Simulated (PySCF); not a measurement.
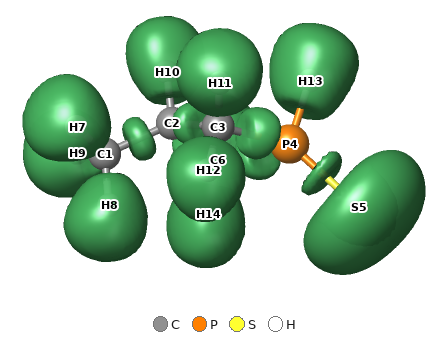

Figure. C$_{4}$H$_{9}$PS. Isosurface of the electron localisation function at 0.8 (green), seen from one side. Only the valence region is drawn (cores and ρ < 0.01 e/Å³ removed).

Geometry: GFN2-xTB.

Method: PySCF, PBE0/pcSseg-1, SCF density, gas phase, non-relativistic.

Input

```
{"job": {"kind": "nmr", "xc": "PBE0", "basis": "pcSseg-1"}, "charge": 0, "multiplicity": 1}
C     -1.823627     0.291328    -0.371802
C     -0.446266    -0.346191    -0.355519
C      0.701901     0.561443    -0.850808
P      1.807587    -0.114756     0.475143
S      3.047607     0.934155     1.513818
C      0.123637    -0.632250     1.051743
H     -2.123111     0.521063    -1.392199
H     -1.825485     1.214100     0.204815
H     -2.558720    -0.385810     0.058192
H     -0.464222    -1.269135    -0.940044
H      1.000118     0.451752    -1.891668
H      0.499908     1.615414    -0.645217
H      2.309679    -1.284365    -0.108160
H     -0.238637     0.089753     1.787677
H     -0.014784    -1.638509     1.442116
```

Run with:

```sh
OMP_NUM_THREADS=1 python probes_run.py task.json out
```

**Where are the electrons localised?**

The ELF exceeds this value in three regions between bonded C–C atoms (shared pairs), two regions between bonded C–P atoms (shared pairs), one region between bonded P–S atoms (shared pairs), nine regions around hydrogen nuclei and one ring or bowl of non-bonding electrons around S. Profiles from the grid: C–C (1.52 Å): the ELF peaks at about 0.95 between the atoms; localised, covalent bonding. C–P (1.85 Å): the ELF peaks at about 0.95 between the atoms: a covalent bond.
